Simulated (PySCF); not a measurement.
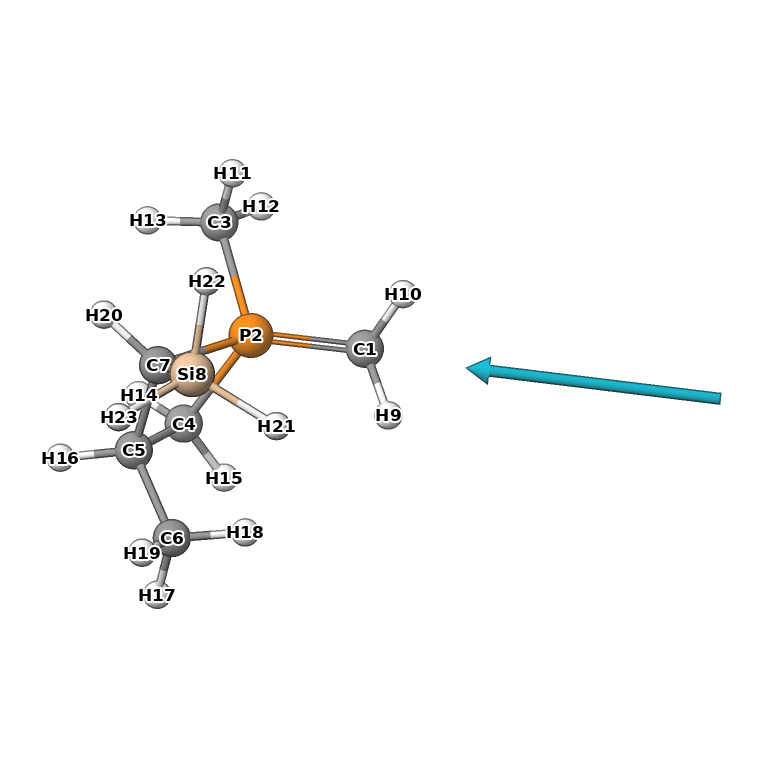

The arrow beside the molecule shows the direction of the dipole moment, from the negative to the positive end (its length means nothing). The geometry was computed by an optimisation with GFN2-xTB. No frequency run is at hand to confirm it as a minimum. Level of theory: PBE0/pcSseg-1, gas phase (PySCF 2.14.0).

### How large is the dipole moment?

2.77 D; it points from the side of H9, H10 to the side of H16 (the outermost atoms at the two ends).

The geometry is semi-empirical. Around P, Si such bond lengths and angles can be off by a tenth of an ångström or more and by several degrees, and values that hang on the shape move with them.
